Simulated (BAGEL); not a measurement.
**A workflow on InSi2H7 (SMILES [SiH3][SiH2][InH2])**

We compute the energy (HF/x2c-SVPall), then a single-point energy (NEVPT2(2,2)/x2c-SVPall) of InSi2H7. 

The results are computed with BAGEL 1.2.2.

1 further run of the same task is left out (set aside as unsound or not needed).

## 1. The system as given

The species is InSi2H7 (10 atoms), meant as a singlet with charge 0. As SMILES, `[SiH3][SiH2][InH2]`. The Si2–H7 distance was set to 2.833 Å, away from the relaxed value. At this shape a bond of the SMILES string is far longer than usual.

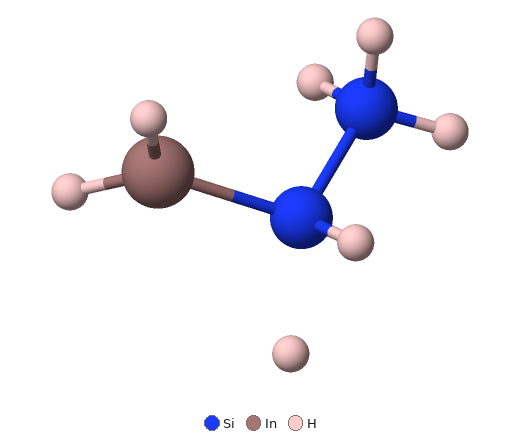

The structure, seen from a chosen angle (silicon blue, indium brown, hydrogen pink).

## 2. A single-point energy at HF/x2c-SVPall (DKH2, density fitting with AutoAux) (run 1)

The input, job.json:

```json
{ "bagel": [

{
  "title": "molecule",
  "basis": "x2c-svpall.json",
  "df_basis": "x2c-svpall-autoaux.json",
  "angstrom": true,
  "dkh": true,
  "geometry": [
    { "atom": "Si", "xyz": [   -0.744949,    1.699068,   -1.428373 ] },
    { "atom": "Si", "xyz": [    0.729051,   -0.015932,   -0.829173 ] },
    { "atom": "In", "xyz": [    2.590751,    0.904068,    0.686327 ] },
    { "atom": "H", "xyz": [   -1.835149,    1.215468,   -2.318273 ] },
    { "atom": "H", "xyz": [   -0.001749,    2.778868,   -2.134273 ] },
    { "atom": "H", "xyz": [   -1.359749,    2.287268,   -0.206273 ] },
    { "atom": "H", "xyz": [   -0.761300,   -2.056900,    0.451800 ] },
    { "atom": "H", "xyz": [    1.294651,   -0.591132,   -2.084073 ] },
    { "atom": "H", "xyz": [    2.467351,    0.805868,    2.407127 ] },
    { "atom": "H", "xyz": [    3.974751,    1.674268,   -0.005673 ] }
  ]
},
{ "title": "hf" },
{ "title": "print", "file": "orbitals.molden", "orbitals": true }

]}
```

The basis set x2c-SVPall is read from a file made from the Basis Set Exchange's data (not shown).

Run with:

```sh
$ BAGEL_NUM_THREADS=1 BAGEL job.json > job.out
```

The log of the run:

```text
* using 1 threads per process

  ===============================================================
  ===============================================================

  *** Geometry ***

  { "atom" : "Si", "xyz" : [     -1.407750,      3.210773,     -2.699234 ] },
  { "atom" : "Si", "xyz" : [      1.377707,     -0.030107,     -1.566910 ] },
  { "atom" : "In", "xyz" : [      4.895810,      1.708441,      1.296970 ] },
  { "atom" : "H", "xyz" : [     -3.467929,      2.296902,     -4.380901 ] },
  { "atom" : "H", "xyz" : [     -0.003305,      5.251299,     -4.033191 ] },
  { "atom" : "H", "xyz" : [     -2.569553,      4.322310,     -0.389799 ] },
  { "atom" : "H", "xyz" : [     -1.438648,     -3.886978,      0.853778 ] },
  { "atom" : "H", "xyz" : [      2.446536,     -1.117078,     -3.938327 ] },
  { "atom" : "H", "xyz" : [      4.662618,      1.522870,      4.548811 ] },
  { "atom" : "H", "xyz" : [      7.511191,      3.163908,     -0.010720 ] },

  Number of auxiliary basis functions:      827

  Since a DF basis is specified, we compute 2- and 3-index integrals:
    o Being stored without compression. Storage requirement is 0.076 GB

  Number of basis functions:      107
  Number of electrons      :       84

    * METHOD: MOLECULE                             0.74

  *** RHF ***

  === Nuclear Repulsion ===
   379.3139339793

      * DIIS with orbital gradients will be used.

  === RHF iteration (x2c-svpall.json) ===
      0      -6458.85449219          0.00637172           0.37
      1      -6458.91542954          0.00245253           0.36
      2      -6458.92432802          0.00091573           0.35
      3      -6458.92571642          0.00010302           0.36
      4      -6458.92574364          0.00002872           0.37
      5      -6458.92574625          0.00001032           0.38
      6      -6458.92574668          0.00000419           0.39
      7      -6458.92574676          0.00000095           0.38
      8      -6458.92574676          0.00000025           0.39
      9      -6458.92574676          0.00000009           0.39
     10      -6458.92574676          0.00000003           0.38
     11      -6458.92574676          0.00000001           0.38
    * SCF iteration converged.

    * Permanent dipole moment:
           (   -0.719182,    -0.902643,     0.382245) a.u.

    * METHOD: HF                                   5.35

    * METHOD: PRINT                                0.03

  ===============================================================
```

Run time: 6.3 s. Hardware: 1 thread of Arm Neoverse V1, shared host; peak memory 0.3 GiB.

## 3. The energy at NEVPT2(2,2)/x2c-SVPall (DKH2, density fitting with AutoAux) (run 2)

The input, input.json:

```json
{ "bagel" : [

{
  "title" : "molecule",
  "basis" : "x2c-svpall.json",
  "df_basis" : "x2c-svpall-autoaux.json",
  "angstrom" : true,
  "dkh" : true,
  "geometry" : [
    { "atom" : "Si", "xyz" : [   -0.744949,    1.699068,   -1.428373 ] },
    { "atom" : "Si", "xyz" : [    0.729051,   -0.015932,   -0.829173 ] },
    { "atom" : "In", "xyz" : [    2.590751,    0.904068,    0.686327 ] },
    { "atom" : "H", "xyz" : [   -1.835149,    1.215468,   -2.318273 ] },
    { "atom" : "H", "xyz" : [   -0.001749,    2.778868,   -2.134273 ] },
    { "atom" : "H", "xyz" : [   -1.359749,    2.287268,   -0.206273 ] },
    { "atom" : "H", "xyz" : [   -0.761300,   -2.056900,    0.451800 ] },
    { "atom" : "H", "xyz" : [    1.294651,   -0.591132,   -2.084073 ] },
    { "atom" : "H", "xyz" : [    2.467351,    0.805868,    2.407127 ] },
    { "atom" : "H", "xyz" : [    3.974751,    1.674268,   -0.005673 ] }
  ]
},
{
  "title" : "hf"
},
{
  "title" : "nevpt2",
  "nstate" : 1,
  "nact" : 2,
  "nclosed" : 41,
  "active" : [42, 43],
  "maxiter" : 200,
  "natocc" : true,
  "ncore" : 28
},
{
  "title" : "print",
  "file" : "orbitals.molden",
  "orbitals" : true
}

]}
```

The basis set x2c-SVPall is read from a file made from the Basis Set Exchange's data (not shown).

Run with:

```sh
$ BAGEL_NUM_THREADS=1 BAGEL input.json > input.out
```

The log of the run:

```text
* using 1 threads per process

  ===============================================================
  ===============================================================

  *** Geometry ***

  { "atom" : "Si", "xyz" : [     -1.407750,      3.210773,     -2.699234 ] },
  { "atom" : "Si", "xyz" : [      1.377707,     -0.030107,     -1.566910 ] },
  { "atom" : "In", "xyz" : [      4.895810,      1.708441,      1.296970 ] },
  { "atom" : "H", "xyz" : [     -3.467929,      2.296902,     -4.380901 ] },
  { "atom" : "H", "xyz" : [     -0.003305,      5.251299,     -4.033191 ] },
  { "atom" : "H", "xyz" : [     -2.569553,      4.322310,     -0.389799 ] },
  { "atom" : "H", "xyz" : [     -1.438648,     -3.886978,      0.853778 ] },
  { "atom" : "H", "xyz" : [      2.446536,     -1.117078,     -3.938327 ] },
  { "atom" : "H", "xyz" : [      4.662618,      1.522870,      4.548811 ] },
  { "atom" : "H", "xyz" : [      7.511191,      3.163908,     -0.010720 ] },

  Number of auxiliary basis functions:      827

  Since a DF basis is specified, we compute 2- and 3-index integrals:
    o Being stored without compression. Storage requirement is 0.076 GB

  Number of basis functions:      107
  Number of electrons      :       84

    * METHOD: MOLECULE                             0.75

  *** RHF ***

  === Nuclear Repulsion ===
   379.3139339793

      * DIIS with orbital gradients will be used.

  === RHF iteration (x2c-svpall.json) ===
      0      -6458.85449219          0.00637172           0.37
      1      -6458.91542954          0.00245253           0.36
      2      -6458.92432802          0.00091573           0.36
      3      -6458.92571642          0.00010302           0.38
      4      -6458.92574364          0.00002872           0.38
      5      -6458.92574625          0.00001032           0.39
      6      -6458.92574668          0.00000419           0.39
      7      -6458.92574676          0.00000095           0.39
      8      -6458.92574676          0.00000025           0.38
      9      -6458.92574676          0.00000009           0.39
     10      -6458.92574676          0.00000003           0.38
     11      -6458.92574676          0.00000001           0.39
    * SCF iteration converged.

    * Permanent dipole moment:
           (   -0.719182,    -0.902643,     0.382245) a.u.

    * METHOD: HF                                   5.42

    * freezing 28 orbitals
  ---------------------------
      CASSCF calculation
  ---------------------------

    ==== Active orbitals : =====
         Orbital 42
         Orbital 43
    ============================

    * nstate   :      1
    * nclosed  :     41
    * nact     :      2
    * nvirt    :     64
  === CASSCF iteration (x2c-svpall.json) ===

    * Using the second-order algorithm

      0  0     -6458.94214007     2.06e-03      0.08

      1  0     -6458.97395953     1.70e-03      1.46

      2  0     -6458.98272615     7.35e-04      1.52

      3  0     -6458.98351202     2.62e-04      1.67

      4  0     -6458.98358560     8.41e-05      1.68

      5  0     -6458.98359265     2.60e-05      1.62

      6  0     -6458.98359332     7.99e-06      1.62

      7  0     -6458.98359338     2.45e-06      1.71

      8  0     -6458.98359339     7.49e-07      1.66

      9  0     -6458.98359339     2.29e-07      1.54

     10  0     -6458.98359339     7.02e-08      1.42

     11  0     -6458.98359339     2.15e-08      1.45

     12  0     -6458.98359339     6.58e-09      1.33

    * Second-order optimization converged. *

     guess   0:   closed 1.                   open ..

  === FCI iteration ===

      0  0     -6458.91861761     7.31e-02      0.00
      1  0     -6458.98173713     1.22e-02      0.00
      2  0 *   -6458.98359339     5.10e-16      0.00

     * ci vector, state   0, <S^2> = 0.0000
       2.     0.9131272837
       .2    -0.4076745808

  === DF-NEVPT2 calculation ===

    * 3-index integral transformation done
    * assembly done

      NEVPT2 correlation energy:   -0.3003132808      0.27

          (+0)     -0.2448614886
          (+0)'    -0.0288687023
          (+1)     -0.0065552377
          (+1)'    -0.0001871191
          (+2)     -0.0002103503
          (-1)     -0.0180954183
          (-1)'    -0.0000926941
          (-2)     -0.0014422703

      NEVPT2 total energy:       -6459.2839066701

    * METHOD: NEVPT2                              20.57

    * METHOD: PRINT                                0.03

  ===============================================================
```

Wall time 27 s (1 thread of Arm Neoverse V1, shared host); peak memory 0.31 GiB.

## 4. Summary of results

```
                                   quantity           value
         run 1, HF/x2c-SVPall: total energy  -6458.92575 Eh
        run 1, HF/x2c-SVPall: dipole moment          3.09 D
          run 1, HF/x2c-SVPall: HOMO energy        -8.40 eV
          run 1, HF/x2c-SVPall: LUMO energy        -0.38 eV
        run 1, HF/x2c-SVPall: HOMO–LUMO gap         8.03 eV
run 2, NEVPT2(2,2)/x2c-SVPall: total energy  -6459.28391 Eh
```

What this shows: One bond (run 1, HF/x2c-SVPall) is far stretched, which a spin-restricted single reference describes badly; a broken-symmetry solution may lie lower.
